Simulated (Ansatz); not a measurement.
**BCCl (triplet): correlated methods under varied settings at a displaced geometry (v1)**

What do other methods and options give for BCCl (triplet) at this geometry, and how long do they take?

Method: the settings change from run to run; program: Ansatz 0.2.0, Gaussian basis.

25 further runs of the same task are left out: 12 that didn't finish, 13 set aside as unsound or not needed.

### 1 The geometry

The geometry is a PBE0/def2-TZVP stationary point (not a proven minimum) with its atoms shifted at random (size 0.040 Å).

3 atoms, charge 0, spin multiplicity 3.

Atoms are counted from 1 here; the program's logs count them from 0.

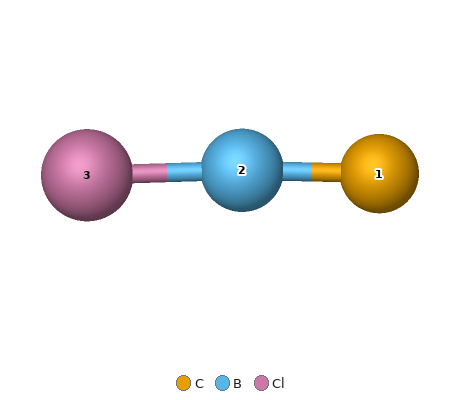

The geometry (carbon amber, boron blue, chlorine pink); atoms are numbered from 1 in the order of the file.

### 2 CCSD(T) on UHF/def2-SVP

in.yaml reads:

```yaml
crystal:
  periodic: [false, false, false]
  atoms:
    - {symbol: C, position_ang: [-0.015433, -0.009008, -1.506920]}
    - {symbol: B, position_ang: [-0.016266, -0.025151, -0.062150]}
    - {symbol: Cl, position_ang: [0.031698, 0.034159, 1.569070]}
basis:
  gaussian: {orbitals: def2-SVP, fitting: {mean_field: def2-universal-jkfit}}
magnetization: {spin_polarized: true, initial_magnetization: 2}
correlation: {method: ccsd_t, electrons: valence}
scf: {omitted_lower_state_checks: [cluster_reference]}
```

Run with:

```console
$ ansatz run in.yaml --threads 1 --pin off --events-out ev --progress --plain --max-ram 2393MiB
```

The program printed (excerpt; [...] marks lines left out):

```text
Functional definition: HF
  name "HF"
  cite "Fock, Z. Phys. 61, 126 (1930) doi:10.1007/BF01340294"
  parent pbe
[...]
278 factors; integrals over basis functions are off by at most 1.1e-1 eV
[...]
mean field -14196.69505791 eV, -521.7189205127 hartree, gradient 6.2e-6 eV, S^2 2.009468; 10 other end points of the search recorded, 0 dependent functions left out
7 core orbitals not correlated: weight in the atoms' cores, before any rotation towards them, 1.000 or more for the frozen orbitals, at most 0.000 for the correlated occupied ones
reference -14196.69505791 eV, -521.7189205127 hartree; 8, 6 occupied and 31, 33 virtual orbitals, 278 factors
second order -7.55482370 eV of doubles, -0.00000000 eV of singles
cycle   1  -8.16529107 eV  change   -6.1e-1 eV  update   7.4e-2
[...]
cycle  15  -8.45589263 eV  change    4.2e-6 eV  update   1.1e-5
perturbative correction -0.28087433 eV, -0.0103219413 hartree
Total energy: -14205.43182488 eV, -522.0399907767 hartree
Checks for a lower state left out: cluster_reference
```

Run time: 12 s. Hardware: 1 thread of Intel Xeon at 2.50GHz, shared host.

From the report: ⟨S²⟩ of the determinant 2.009 (pure triplet: 2.00); correlation -8.7368 eV; T1 0.019; largest double amplitude 0.07.

### 3 MRCISD+Q(6,6)/STO-3G

in.yaml reads:

```yaml
crystal:
  periodic: [false, false, false]
  atoms:
    - {symbol: C, position_ang: [-0.015433, -0.009008, -1.506920]}
    - {symbol: B, position_ang: [-0.016266, -0.025151, -0.062150]}
    - {symbol: Cl, position_ang: [0.031698, 0.034159, 1.569070]}
basis:
  gaussian: {orbitals: STO-3G}
magnetization: {spin_polarized: false, initial_magnetization: 2}
correlation: {method: fic_mrcisd_q, electrons: valence, active_space: {window: {electrons: 6, orbitals: 6}}}
scf: {lower_state_search: off}
```

The command is unchanged.

The program printed (excerpt; [...] marks lines left out):

```text
Functional definition: HF
  name "HF"
  cite "Fock, Z. Phys. 61, 126 (1930) doi:10.1007/BF01340294"
  parent pbe
[...]
226 factors; integrals over basis functions are off by at most 4.5e-5 eV
[...]
mean field -14045.44262643 eV, -516.1604961785 hartree, gradient 1.0e-6 eV, S^2 2.000000; 0 other end points of the search recorded, 0 dependent functions left out
reference -14045.44262643 eV, -516.1604961785 hartree; 15, 13 occupied and 4, 6 virtual orbitals, 226 factors
state -14047.14080434 eV, -516.2229030657 hartree
contracted CI cycle   1: correlation 0.00000000 eV, 0.0000000000 hartree, residual 6.88e0 eV
contracted CI cycle   2: correlation -1.13715697 eV, -0.0417897478 hartree, residual 1.89e0 eV
contracted CI cycle   3: correlation -1.25274099 eV, -0.0460373823 hartree, residual 5.85e-1 eV
contracted CI cycle   4: correlation -1.26255243 eV, -0.0463979462 hartree, residual 1.85e-1 eV
contracted CI cycle   5: correlation -1.26344307 eV, -0.0464306763 hartree, residual 6.41e-2 eV
contracted CI cycle   6: correlation -1.26353898 eV, -0.0464342010 hartree, residual 1.96e-2 eV
contracted CI cycle   7: correlation -1.26354777 eV, -0.0464345242 hartree, residual 5.59e-3 eV
contracted CI cycle   8: correlation -1.26354856 eV, -0.0464345532 hartree, residual 1.85e-3 eV
state -14047.14080434 eV, -516.2229030657 hartree; corrected -14048.46898925 eV, -516.2717129608 hartree
Total energy: -14048.46898925 eV, -516.2717129608 hartree
Checks for a lower state left out: stability, starts, cluster_reference, orbital_swaps, neighbouring_geometries, increment
```

Run time: 3.9 s. Hardware: 1 thread of Intel Xeon at 2.50GHz, shared host.

From the report: 400 determinants; active occupations 1.98, 1.84, 1.00, 1.00, 0.16, 0.02.

### 4 HF/cc-pVDZ

in.yaml reads:

```yaml
crystal:
  periodic: [false, false, false]
  atoms:
    - {symbol: C, position_ang: [-0.015433, -0.009008, -1.506920]}
    - {symbol: B, position_ang: [-0.016266, -0.025151, -0.062150]}
    - {symbol: Cl, position_ang: [0.031698, 0.034159, 1.569070]}
basis:
  gaussian: {orbitals: cc-pVDZ}
magnetization: {spin_polarized: true, initial_magnetization: 2}
hamiltonian: {xc: hf, pseudopotentials: {relativity: none}}
accuracy: high
output: {orbitals: {seedname: orbitals}}
```

Launched as before.

The program printed:

```text
Functional definition: HF
  name "HF"
  cite "Fock, Z. Phys. 61, 126 (1930) doi:10.1007/BF01340294"
  parent pbe
  exchange = exact_x
  correlation = 0
921 factors; integrals over basis functions are off by at most 3.2e-9 eV
mean field evaluation 1: about -14201.1268 eV, gradient 1.2e1 eV
mean field evaluation 2: about -14201.1298 eV, gradient 1.2e1 eV
mean field evaluation 4: about -14202.3367 eV, gradient 1.8e0 eV
mean field evaluation 8: about -14202.3954 eV, gradient 1.4e-1 eV
mean field evaluation 16: about -14197.7113 eV, gradient 1.8e1 eV
mean field evaluation 32: about -14201.7949 eV, gradient 4.9e-1 eV
mean field evaluation 64: about -14201.8595 eV, gradient 2.1e-4 eV
mean field -14202.39590651 eV, -521.9284228346 hartree, gradient 1.8e-8 eV, S^2 2.009764; 2 other end points of the search recorded, 0 dependent functions left out
reference -14202.39590651 eV, -521.9284228346 hartree; 15, 13 occupied and 31, 33 virtual orbitals, 921 factors
Total energy: -14202.39590651 eV, -521.9284228346 hartree
```

Run time: 8.1 s. Hardware: 1 thread of Intel Xeon at 2.50GHz, shared host.

From the report: ⟨S²⟩ of the determinant 2.010 (pure triplet: 2.00).

### 5 CCSD on UHF/def2-mTZVP

in.yaml reads:

```yaml
crystal:
  periodic: [false, false, false]
  atoms:
    - {symbol: C, position_ang: [-0.015433, -0.009008, -1.506920]}
    - {symbol: B, position_ang: [-0.016266, -0.025151, -0.062150]}
    - {symbol: Cl, position_ang: [0.031698, 0.034159, 1.569070]}
basis:
  gaussian: {orbitals: def2-mTZVP}
magnetization: {spin_polarized: true, initial_magnetization: 2}
correlation: {method: ccsd, electrons: valence}
output: {forces: true}
```

The command is unchanged.

The program printed (excerpt; [...] marks lines left out):

```text
Functional definition: HF
  name "HF"
  cite "Fock, Z. Phys. 61, 126 (1930) doi:10.1007/BF01340294"
  parent pbe
[...]
535 factors; integrals over basis functions are off by at most 1.3e-3 eV
[...]
mean field -14202.67059927 eV, -521.9385176074 hartree, gradient 2.8e-6 eV, S^2 2.011138; 11 other end points of the search recorded, 0 dependent functions left out
determinant -14202.67059927 eV, -521.9385176074 hartree, with singles and doubles -14211.38097481 eV, -522.2586180041 hartree
determinant -14202.19200691 eV, -521.9209296626 hartree, with singles and doubles -14210.74603236 eV, -522.2352842996 hartree
determinant -14202.18390281 eV, -521.9206318424 hartree, with singles and doubles -14210.73314392 eV, -522.2348106581 hartree
determinant -14202.12525117 eV, -521.9184764343 hartree, with singles and doubles -14210.91800637 eV, -522.2416042278 hartree
[...]
determinant -14202.12525117 eV, -521.9184764343 hartree, with singles and doubles -14210.75504966 eV, -522.2356156792 hartree
7 core orbitals not correlated: weight in the atoms' cores, before any rotation towards them, 1.000 or more for the frozen orbitals, at most 0.000 for the correlated occupied ones
reference -14202.67059927 eV, -521.9385176074 hartree; 8, 6 occupied and 45, 47 virtual orbitals, 535 factors
second order -7.87447734 eV of doubles, -0.00000000 eV of singles
cycle   1  -8.72369397 eV  change    5.4e-7 eV  update   3.4e-6
[...]
cycle   5  -8.72369315 eV  change    7.5e-9 eV  update   2.4e-7
[...]
Total energy: -14211.39429242 eV, -522.2591074174 hartree
Atom 0 at    -0.015433    -0.009008    -1.506920 Å, force    -0.011990    -0.016505    -0.244110 eV/Å
Atom 1 at    -0.016266    -0.025151    -0.062150 Å, force    -0.029544    -0.031106    -1.533826 eV/Å
Atom 2 at     0.031698     0.034159     1.569070 Å, force     0.041534     0.047611     1.777936 eV/Å
Dipole moment:    -0.001541    -0.009805     0.717606 e Å
```

Run time: 56 s. Hardware: 1 thread of Intel Xeon at 2.50GHz, shared host.

From the report: ⟨S²⟩ of the determinant 2.011 (pure triplet: 2.00); correlation -8.7237 eV; T1 0.018; largest double amplitude 0.07.

### 6 All runs side by side

```tsv
level	correlated	functions	energy (eV)	time
CCSD(T) on UHF/def2-SVP	valence	46	-14205.4318	12 s
MRCISD+Q(6,6)/STO-3G	valence	19	-14048.4690	3.9 s
HF/cc-pVDZ		46	-14202.3959	8.1 s
CCSD on UHF/def2-mTZVP	valence	60	-14211.3943	56 s
```

### 7 Results

| quantity | value |
| --- | --- |
| runs | 4 |
| quickest | MRCISD+Q(6,6)/STO-3G, 3.9 s |
| slowest | CCSD on UHF/def2-mTZVP, 56 s |

Total energies in different bases, with other cores or another treatment of relativity can't be set against each other. CCSD on UHF/def2-mTZVP took 14 times as long as MRCISD+Q(6,6)/STO-3G; the jobs differ in more than the method.
